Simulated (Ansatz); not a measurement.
# How Ti absorbs and reflects light

What colour and refractive index does Ti have at this level of theory?

Main program and level: Ansatz 0.2.0; DFT, PBE, plane-wave PAW, default files, scalar-relativistic, independent-particle optical response without local fields.

## 1. The structure

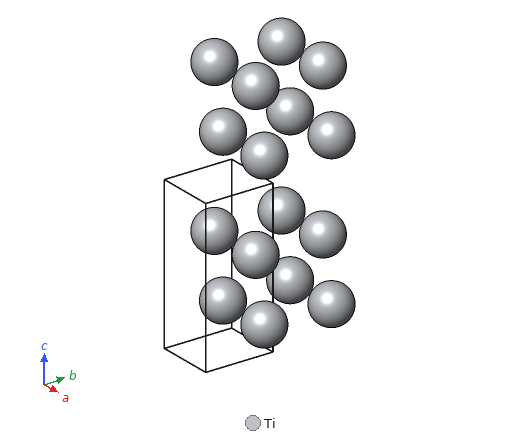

The cell as given, slightly off an axis (titanium light grey). 2×2×2 cells are drawn.

Coordinates:

```cif
data_structure
_symmetry_space_group_name_H-M 'P 1'
_symmetry_Int_Tables_number 1
_cell_length_a 2.9500
_cell_length_b 2.9500
_cell_length_c 4.6800
_cell_angle_alpha 90.000
_cell_angle_beta 90.000
_cell_angle_gamma 120.000
_cell_volume 35.27
loop_
_atom_site_label
_atom_site_type_symbol
_atom_site_fract_x
_atom_site_fract_y
_atom_site_fract_z
_atom_site_occupancy
Ti1 Ti 0.66667 0.33333 0.75000 1
Ti2 Ti 0.33333 0.66667 0.25000 1
```

## 2. Ground state and bands

First the ground state: is it a metal or has it a gap?

This step: DFT, PBE, plane-wave PAW, default files, scalar-relativistic, ground state (Ansatz 0.2.0).

Input file input.yaml:

```yaml
crystal:
  lattice:
    - [2.95, 0.0, 0.0]
    - [-1.475, 2.5547749412, 0.0]
    - [0.0, 0.0, 4.68]
  atoms:
    - { symbol: Ti, position: [0.6666666667, 0.3333333333, 0.75] }
    - { symbol: Ti, position: [0.3333333333, 0.6666666667, 0.25] }
kpoints:
  mp_grid: { grid: [9, 9, 5] }
  band_path:
    path:
      - [[0.0, 0.0, 0.0], [0.5, 0.0, 0.0], [0.33333333, 0.33333333, 0.0], [0.0, 0.0, 0.0], [0.0, 0.0, 0.5], [0.5, 0.0, 0.5], [0.33333333, 0.33333333, 0.5], [0.0, 0.0, 0.5]]
      - [[0.5, 0.0, 0.5], [0.5, 0.0, 0.0]]
      - [[0.33333333, 0.33333333, 0.0], [0.33333333, 0.33333333, 0.5]]
    npoints: 5
scf:
  occupations: { method: fermi_dirac, width: 0.05 }
  n_extra_bands: 6
hamiltonian:
  xc: pbe
  pseudopotentials: { kind: paw }
output:
  forces: true
  stress: true
  populations: true
  write_bands: true
```

Run with:

```console
ansatz run input.yaml --threads 4 --pin off --max-ram 8192MiB --backend cpu --events-out ev --progress --plain --runs-dir out
```

Numbers of over 12 decimals in the logs are rounded to 6 here.

Log:

```text
scf.n_extra_bands = 6 over 12 filled bands (N_el = 24.0): the run solves 18 bands
Engine: ansatz 0.2.0, x86_64-unknown-linux-gnu
Pseudopotentials: kind: paw
Pseudopotential: Ti, paw, valence charge 12, recommended cutoff 420 eV (normal), Ti.paw.azcp
Functional definition: PBE
  parameter kappa = 0.804
  parameter beta = 0.066725
  exchange = pbe_x(kappa = kappa, mu = beta*pi^2/3)
  correlation = pbe_c(beta = beta)
Crystal: 2 atoms, lattice volume = 35.271 Å³
Basis set: ecut = 420 eV, 687 PW (Γ), exchange–correlation on 40×40×64 points (8 copies of the dense FFT grid, shifted against one another)
Bands: 18, of which v1, the nominal top of the filled ones, is band 12 counted from 1 (11 counted from 0)
Symmetry: 24 space group operations
Space group: P63/mmc (ITA 194), of the structure as read, at distance tolerance 3.3e-5 Å
k-points: 36 of 405
Non-local potential: Ti, projectors of the file, l = 0: 3, l = 1: 2, l = 2: 3, l = 3: 1
PAW form: soft (Blöchl's): semilocal exchange-correlation on the pseudo side does not see the compensation charge
PAW one-centre angular grid: Ti, 590 points (default); XC on 64 Gauss nodes
Initial density: superposition of atomic densities (neutral atoms: chi_scale 0, normalization atom), corrected by the library's trained network
Initial wavefunctions: pseudopotential atomic-orbital guess
Functional: x = pbe(κ = 0.804, μ = 0.219515), c = pbe(β = 0.066725)
SCF iter   1: F=—  HF=-4999.342041 eV  |F-HF|=—  |Δ(HF+E_count)|=         —  Δρ=5.20e-3  dr2=4.47e-3  ethr=1.77e-3  ⟨swp⟩=4.4  Hψ=2719  notcnv=0
preconditioner: auto → none  [metal: Δε(μ)=0.076 eV  Ē_g=3.393 eV  σ=0.050 eV  W_gap=0.36  n_scr=8 (ndim 8)  ℏωp=17.7 eV  f_vac=0.000  D(μ)=1.65/eV (n_scr^D=22)  sad-step TF]
SCF iter   2: F=—  HF=-4999.340838 eV  |F-HF|=—  |Δ(HF+E_count)|=   1.20e-3  Δρ=2.54e-3  dr2=1.16e-3  ethr=1.86e-5  ⟨swp⟩=1.0  Hψ=936  notcnv=0
SCF iter   3: F=—  HF=-4999.340930 eV  |F-HF|=—  |Δ(HF+E_count)|=   9.17e-5  Δρ=3.41e-4  dr2=1.54e-5  ethr=4.84e-6  ⟨swp⟩=2.6  Hψ=974  notcnv=0
SCF iter   4: F=—  HF=-4999.340960 eV  |F-HF|=—  |Δ(HF+E_count)|=   3.00e-5  Δρ=1.05e-4  dr2=3.31e-6  ethr=6.40e-8  ⟨swp⟩=2.1  Hψ=1032  notcnv=0
iter 5 did not close the SCF: its close was put off for the readings that it lacked (scf_convergence_deferred on its scf_iter line)
SCF iter   5: F=-4999.340959 eV  HF=-4999.340959 eV  |F-HF|=8.27e-9  |Δ(HF+E_count)|=   9.82e-7  Δρ=1.12e-5  dr2=1.84e-8  ethr=1.38e-8  ⟨swp⟩=3.0  Hψ=1179  notcnv=0
SCF iter   6: F=-4999.340959 eV  HF=-4999.340959 eV  |F-HF|=2.14e-10  |Δ(HF+E_count)|=   1.04e-8  Δρ=1.36e-6  dr2=4.77e-10  ethr=7.68e-11  ⟨swp⟩=2.0  Hψ=1893  notcnv=0
SCF 1 converged in 6 iterations: F = -4999.340959 eV  dr2 = 4.77e-10
  greatest PAW one-centre occupation: 0.999 electrons in one spin orbital (limit 2), on the Ti atom at site 1 (counted from 0), in its partial waves of l = 0
NSCF: frozen V_eff on 48 k-points
SCF converged after 6 iterations
Free energy (F): -4999.340959 eV
Harris-Foulkes:  -4999.340959 eV  (|F-HF|=2.14e-10)
Internal energy: -4999.325334 eV  (E = F + TS)
E sigma→0 (E₀):  -4999.333146 eV
Entropy (-TS):   -0.015625 eV (-7.812 meV/atom)
Fermi energy:    13.152984 eV
--- Per-component energies (eV) ---
  E_band       = -320.905354
  E_kinetic    = 543.947551
  E_local      = -1642.441872  (includes V_loc(G=0)·N_el)
  E_nonlocal   = 16.046540
  E_hartree    = 673.294644
  E_xc         = -194.680214
  E_vxc        = -243.527353  (∫ρ·V_xc dr)
  E_paw        = -2095.013364  (= ΣΔE_a)
  E_vpaw       = -341.518837  (= ΣTr[D̂ρ^β])
  E_aug_tail   = 0.000247  (compensation charges beyond the density's cutoff)
  E_ewald      = -2300.478866
  E_smearing   = -0.015625  (= −TS)
  E_closure    = 0.000000  (closes the sum)
  Σ components = -4999.340959   (vs F -4999.340959, Δ=0.00e0)
--- Forces (eV/Å), atoms counted from 1 ---
  atom   1  Ti     0.00000000     0.00000000     0.00000000
  atom   2  Ti     0.00000000    -0.00000000    -0.00000000
  max |Σ_I F_I| component: 0.00e0 eV/Å
--- Stress (GPa, compression-positive) ---
       -1.393999      -0.000000       0.000000
       -0.000000      -1.393999      -0.000000
        0.000000      -0.000000      -2.046783
  P = ⅓ Tr σ = -1.6116 GPa (-16.116 kbar)
--- Band table (eV; the first three rows and the last of 36) ---
  k-point 0: bands = [... 8 lower, 6.9912, 10.4955, 13.8479, 13.9197, 13.9197, 14.0121, 14.4060, 14.4060, ... 2 higher]
  k-point 1: bands = [... 8 lower, 7.3197, 10.2858, 13.4020, 13.8036, 13.8036, 13.8351, 14.2420, 14.2420, ... 2 higher]
  k-point 2: bands = [... 8 lower, 8.2278, 9.4263, 13.1116, 13.4197, 13.7638, 13.7638, 13.9427, 13.9427, ... 2 higher]
  k-point 35: bands = [... 8 lower, 11.8440, 11.9508, 12.0478, 12.0478, 12.9705, 12.9705, 14.6404, 15.0784, ... 2 higher]
--- Löwdin populations: 2 sites ---
  site symbol       q [e]
     0     Ti     11.8645
     1     Ti     11.8645
  spilling = 0.011292 (of n_electrons = 24.000000)
```

It took 0.79 s on 4 threads of Intel Xeon Platinum 8375C at 2.90GHz (Ice Lake), shared host; peak memory 0.36 GiB; 1.7 s of CPU time.

Read-outs, printed or worked out from the files:

```
free energy         : -4999.3410 eV
Fermi energy        : 13.15 eV
electrons           : 24
symmetry operations : 24
pressure            : -1.612 GPa
volume              : 35.27 Å³
gap on the path     : 0 eV
```

There are states at the Fermi level within the smearing, so the occupations stay smeared and the carriers get a Drude term. The cell is left with a pressure of -1.6 GPa, as it stands unrelaxed at this level.

Electronic bands along the path, in eV, zero at the Fermi level; # counts the bands kept:

| point | #1 | #2 | #3 | #4 | #5 | #6 | #7 | #8 |
| --- | --- | --- | --- | --- | --- | --- | --- | --- |
| Γ | -6.16 | -2.66 | 0.69 | 0.77 | 0.77 | 0.86 | 1.25 | 1.25 |
| M | -2.33 | -2.12 | -1.82 | -0.65 | 0.48 | 0.60 | 1.14 | 3.29 |
| K | -1.65 | -1.38 | -1.38 | -1.29 | 0.22 | 0.22 | 1.47 | 3.00 |
| Γ | -6.16 | -2.66 | 0.69 | 0.77 | 0.77 | 0.86 | 1.25 | 1.25 |
| A | -4.33 | -4.33 | 0.07 | 0.07 | 0.68 | 0.68 | 0.68 | 0.68 |
| L | -2.51 | -2.51 | -0.81 | -0.81 | 1.27 | 1.27 | 1.70 | 1.70 |
| H | -1.23 | -1.23 | -1.06 | -1.06 | -0.23 | -0.23 | 1.65 | 1.65 |
| A | -4.33 | -4.33 | 0.07 | 0.07 | 0.68 | 0.68 | 0.68 | 0.68 |
| jump to L | -2.51 | -2.51 | -0.81 | -0.81 | 1.27 | 1.27 | 1.70 | 1.70 |
| M | -2.33 | -2.12 | -1.82 | -0.65 | 0.48 | 0.60 | 1.14 | 3.29 |
| jump to K | -1.65 | -1.38 | -1.38 | -1.29 | 0.22 | 0.22 | 1.47 | 3.00 |
| H | -1.23 | -1.23 | -1.06 | -1.06 | -0.23 | -0.23 | 1.65 | 1.65 |

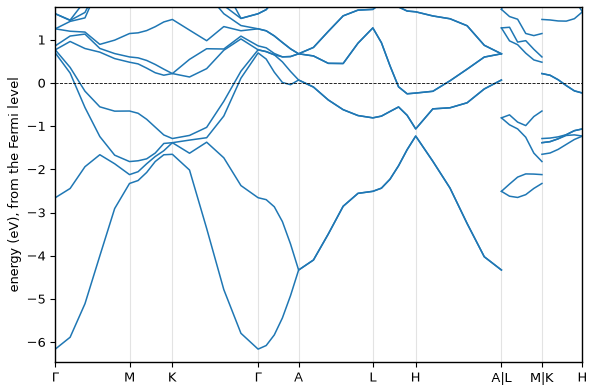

Electronic bands along the path.

## 3. Spectrum

The spectrum is a sum over vertical transitions between filled and empty bands at the fixed density, so many empty bands are needed.

This step: DFT, PBE, plane-wave PAW, default files, scalar-relativistic, independent-particle optical response without local fields (Ansatz 0.2.0).

input.yaml, the sections that differ from step 2:

```yaml
kpoints:
  mp_grid: { grid: [12, 12, 7] }
scf:
  occupations: { method: fermi_dirac, width: 0.05 }
output:
  optics:
    e_range: [0, 14]
    de: 0.05
    sigma: 0.1
    drude_damping: 0.05
    nscf_kmesh: { grid: [18, 18, 9] }
    bands: { spectra_wanted_up_to: 14 }
# crystal, hamiltonian: as in step 2
```

Log:

```text
[...]
Crystal: 2 atoms, lattice volume = 35.271 Å³
Basis set: ecut = 420 eV, 687 PW (Γ)
Bands: 16, of which v1, the nominal top of the filled ones, is band 12 counted from 1 (11 counted from 0)
[... 1 set-up line as in the run before ...]
[...]
k-points: 76 of 1008
[...]
SCF iter   1: F=—  HF=-4999.340160 eV  |F-HF|=—  |Δ(HF+E_count)|=         —  Δρ=4.72e-3  dr2=3.79e-3  ethr=1.77e-3  ⟨swp⟩=4.0  Hψ=4962  notcnv=0
[...]
SCF iter   7: F=-4999.339519 eV  HF=-4999.339519 eV  |F-HF|=9.09e-13  |Δ(HF+E_count)|=  2.82e-11  Δρ=6.70e-8  dr2=3.61e-13  ethr=1.00e-12  ⟨swp⟩=2.7  Hψ=2682  notcnv=0
SCF 1 converged in 7 iterations: F = -4999.339519 eV  dr2 = 3.61e-13
[...]
NSCF: frozen V_eff on 185 k-points
output.optics: what the bands over the 30 summed would add to eps1, eps2 and the energy-loss function is held between a lower and an upper bound (9 Lanczos steps). eps1, eps2 and their loss function (loss_summed_bands) are given on every row as the summed bands alone make them. Along an axis, on a row where the two bounds hold the loss function to about 1 % of the greater of itself and 0.5 % of |1/eps|, its cell (loss_completed) is given, with the completed eps1 and eps2 that it is formed of (a cell that is left empty reads nan in the table and null in the record). The two bounds hold it so along every axis on all 280 rows up to 14.000 eV. [rest of the remark cut]
SCF converged after 7 iterations
Free energy (F): -4999.339519 eV
[...]
Internal energy: -4999.321639 eV  (E = F + TS)
E sigma→0 (E₀):  -4999.330579 eV
Entropy (-TS):   -0.017880 eV (-8.940 meV/atom)
Fermi energy:    13.146531 eV
[...]
--- Band table (eV; the first three rows and the last of 76) ---
  k-point 0: bands = [... 8 lower, 6.9909, 10.4943, 13.8500, 13.9120, 13.9120, 14.0117, 14.3977, 14.3977]
  k-point 1: bands = [... 8 lower, 7.1600, 10.3971, 13.5835, 13.8387, 13.8387, 13.9191, 14.3087, 14.3087]
  k-point 2: bands = [... 8 lower, 7.6481, 10.0032, 13.1887, 13.6714, 13.7543, 13.7543, 14.1050, 14.1050]
  k-point 75: bands = [... 8 lower, 11.8692, 11.9447, 12.0669, 12.0669, 12.9417, 12.9417, 14.6679, 14.9824]
```

Wall time 21 s (4 threads); peak memory 1.3 GiB; 79 s of CPU time.

Numbers from this step:

| Property | Result |
| --- | --- |
| main peak of the optical conductivity above 1 eV, first axis | 1.811 eV |
| Drude plasma energy, first axis | 3.763 eV |
| bands summed | 30 |
| spectra valid up to | 20.35 eV |
| program's estimate of the k-sum error in Im epsilon | 0.51 % |
| electrons in the f-sum | 14.50 |

The Im ε has structure finer than the step of the table below, so its rows give means over 1 eV, whole bins alone (the curve runs from 0.3 to 14 eV). Peaks (eV: height): E ∥ x or y 0.7: 45.0, 1.8: 40.7, 6.5: 8.42; E ∥ z 0.6: 123, 1.4: 65.0.

Table of Im ε by photon energy; means over each step:

```
photon energy (eV)  E ∥ x or y  E ∥ z
                 1        38.9   65.3
                 2        31.5   24.9
                 3        16.6   18.4
                 4        13.1   12.7
                 5        3.33   3.79
                 6        3.45   4.46
                 7        4.20   2.66
                 8        1.28   1.06
                 9        1.86   2.28
                10        2.85   1.96
                11        2.19   2.27
                12        1.34   1.19
                13        1.07  0.653
```

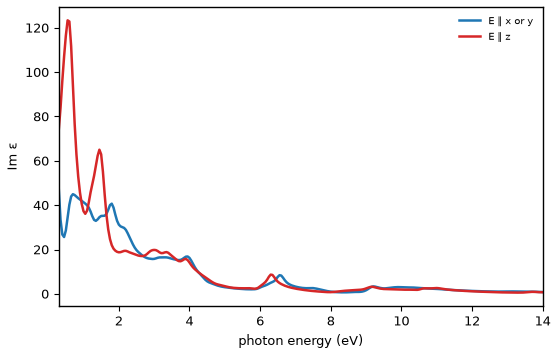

Im ε against photon energy.

The Re ε by photon energy:

```csv
photon energy (eV),E ∥ x or y,E ∥ z
1,11.5,-4.05
2,-4.35,-8.34
3,-3.05,-2.86
4,-9.60,-10.7
5,-5.70,-6.58
6,0.0647,0.0207
7,-3.74,-4.01
8,-2.10,-1.21
9,1.48,0.407
10,-0.378,-0.686
11,-1.12,-0.931
12,-0.939,-1.12
13,-0.466,-0.520
14,-0.432,-0.148
```

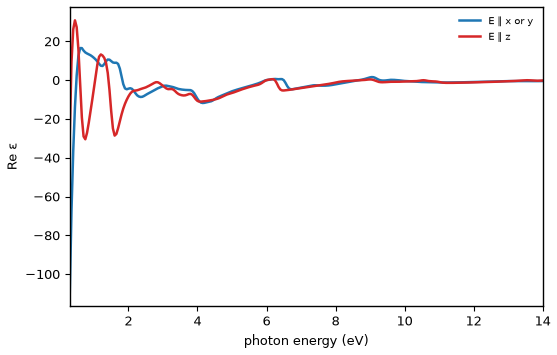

Re ε against photon energy.

Refractive index n and extinction k against photon energy:

```csv
photon energy (eV),"n, E ∥ x or y","k, E ∥ x or y","n, E ∥ z","k, E ∥ z"
2,3.69,4.24,2.47,3.80
4,2.15,3.77,1.88,3.77
6,1.21,1.19,1.31,1.30
8,0.336,1.49,0.335,1.15
10,1.15,1.30,0.816,1.16
12,0.581,1.13,0.497,1.17
14,0.501,0.826,0.550,0.671
```

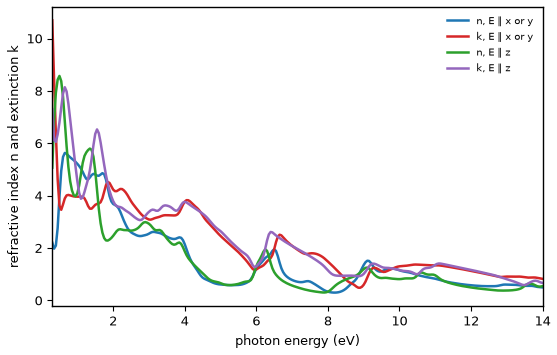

Refractive index n and extinction k, plotted against photon energy.

Values under 1 per cm are given as 1. Absorption coefficient against photon energy:

```
photon energy (eV)  E ∥ x or y (1/cm)  E ∥ z (1/cm)
              1.00              4.0e5         4.6e5
              2.00              8.6e5         7.7e5
              3.00              9.4e5         1.0e6
              4.00              1.5e6         1.5e6
              5.00              1.2e6         1.3e6
              6.00              7.2e5         7.9e5
              7.00              1.5e6         1.5e6
              8.00              1.2e6         9.3e5
              9.00              5.5e5         9.3e5
             10.00              1.3e6         1.2e6
             11.00              1.5e6         1.5e6
             12.00              1.4e6         1.4e6
             13.00              1.2e6         1.1e6
             14.00              1.2e6         9.5e5
```

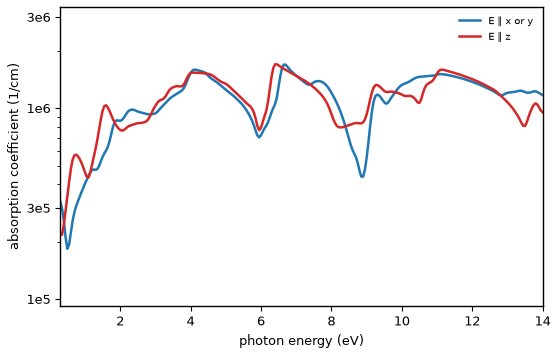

Absorption coefficient against photon energy.

The reflectivity at normal incidence has structure finer than the step of the table below, so its rows give means over 1 eV, whole bins alone (the curve runs from 0.3 to 14 eV). Peaks (eV: height): E ∥ x or y 4.5: 75.1, 8.0: 66.4, 11.7: 38.9; E ∥ z 0.7: 78.8, 1.6: 77.3, 4.7: 74.5, 7.5: 68.4, 9.4: 34.0, 12.3: 45.3, 13.8: 25.9.

The reflectivity at normal incidence by photon energy; means over each step:

```csv
photon energy (eV),E ∥ x or y (%),E ∥ z (%)
1,60.6,70.3
2,62.6,65.6
3,56.3,56.4
4,64.6,65.9
5,70.4,71.3
6,35.3,43.7
7,54.6,65.8
8,58.6,49.7
9,17.1,24.3
10,26.5,28.9
11,35.8,32.9
12,38.0,44.5
13,30.6,38.2
```

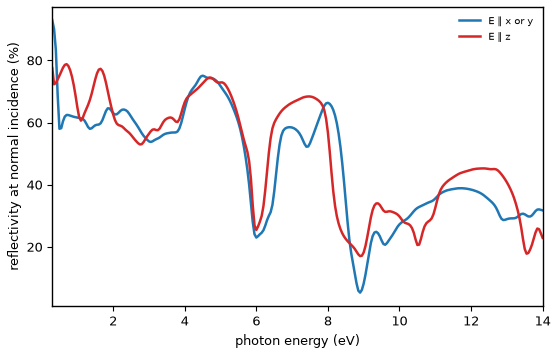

Reflectivity at normal incidence, plotted against photon energy.

At chosen wavelengths:

```csv
wavelength (nm),n xy,k xy,R (%) xy,1/α xy,n z,k z,R (%) z,1/α z
1550,5.47,4.011,62.2,31 nm,4.55,6.915,76.9,18 nm
1064,4.87,3.941,61.0,21 nm,5.33,3.996,61.9,21 nm
633,3.77,4.336,63.7,12 nm,2.40,3.942,64.6,13 nm
532,2.96,4.158,64.1,10 nm,2.69,3.454,57.9,12 nm
450,2.46,3.339,57.4,11 nm,2.85,3.070,53.0,12 nm
405,2.60,3.091,53.8,10 nm,2.85,3.446,57.3,9.4 nm
248,0.61,2.466,71.8,8.0 nm,0.66,2.649,72.9,7.5 nm
```

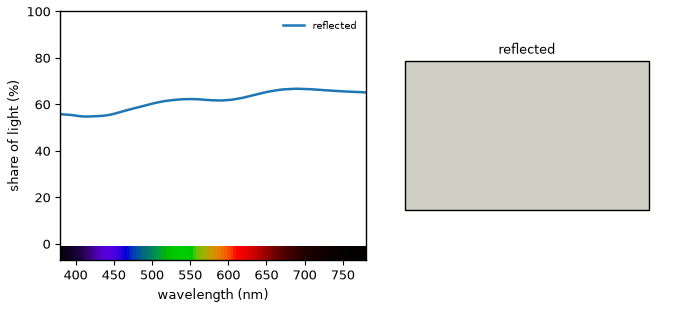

Light reflected across the visible range, with the colour that it makes of daylight (sRGB).

In reflection the computed colour is light grey: x = 0.321, y = 0.340, luminous reflectivity 62 %.

## 4. Outcome

```
gap on the path                                              : 0 eV
main peak of the optical conductivity above 1 eV, first axis : 1.81 eV
Drude plasma energy, first axis                              : 3.76 eV
```

In words: At this level (PBE, independent particles) Ti is a metal with a Drude plasma energy of 3.8 eV; it reflects 64 % at 550 nm for E ∥ x. Along x the bare Drude plasma energy is 3.8 eV; Re ε first rises through zero at 0.49 eV, far lower, because interband transitions screen the carriers. Im ε is 28 there, so the loss peak at that energy is weak. In reflection the computed colour is light grey: x = 0.321, y = 0.340, luminous reflectivity 62 %. In the base run ε includes the program's bounded estimate of what the bands above those summed add. The carriers' damping of 0.05 eV is typed, not computed; at 0.8 eV the carriers give 3 % of Im ε along the first axis; the rest comes from the sum over bands, which at low energy also holds close bands and the noise of the mesh. The Fermi-Dirac width of 0.05 eV acts as an electron temperature of 580 K in the carriers' term.

[Logs are printed without paths, hosts, clocks, repeated set-up lines and the standing remarks that a program may print on its own settings, such as how far it seeks lower states.]

[Hosts, paths, dates, database ids (printed as entryN), source tags and the programs' standing remarks are cut or masked in the printed files.]
